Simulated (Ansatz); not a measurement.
**How methods differ on [BNH4]− (SMILES [BH2-]N)**

[BNH4]− has 6 atoms, charge -1, and is taken as a doublet. As SMILES, `[BH2-]N`. Geometry: relaxed at GFN2-xTB.

```xyz
6

B    -0.4092   -0.6844    0.1812
N    -0.1751    0.8689    0.0985
H     0.6202   -1.3231    0.5739
H    -0.8077   -1.1319   -0.9153
H     0.2962    1.1340   -0.7764
H     0.4756    1.1365    0.8381
```

Each level gives the energy change with the B1–H3 bond stretched from 1.274 to 1.592 Å (eV). The values are calculated.

| level | kind | program | value (eV) | less FCI/STO-3G |
| --- | --- | --- | --- | --- |
| U-r2SCAN/STO-3G | meta-GGA | Ansatz | 1.00 | -0.02 |
| U-r2SCAN0/STO-3G | hybrid meta-GGA | Ansatz | 1.11 | +0.09 |
| UB3LYP/STO-3G | global hybrid | Ansatz | 1.00 | -0.02 |
| UBHLYP/STO-3G | global hybrid | Ansatz | 1.15 | +0.13 |
| U-wB97M-V/STO-3G | range-separated hybrid | Ansatz | 1.06 | +0.04 |
| UHSE06/STO-3G | range-separated hybrid | Ansatz | 1.06 | +0.04 |
| RPA@PBE/STO-3G | RPA | Ansatz | 0.92 | -0.10 |
| UCCSDT(Q)/STO-3G | coupled cluster or CI | Ansatz | 1.02 | 0.00 |
| FCI/STO-3G | exact in the basis | Ansatz | 1.02 | 0.00 |

FCI/STO-3G is exact within its basis and frozen core, so for wave-function methods in that basis the difference is their error; functionals converge differently with the basis, so for them it is only a difference. Sets without diffuse functions describe the anion poorly. The first shape isn't each level's own minimum. The values span 0.92 to 1.15 eV. All rows use very small basis sets, so even the best lies far from the true value.

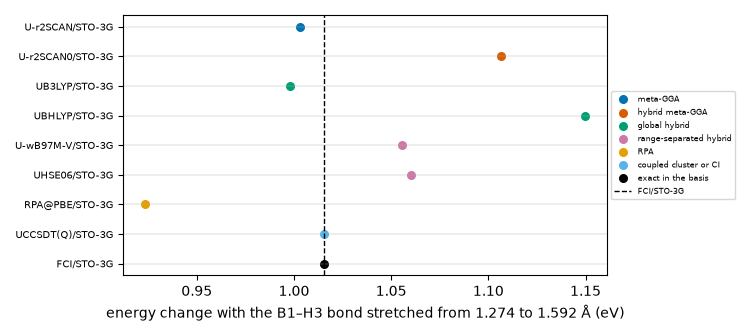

The values of the table, level by level.
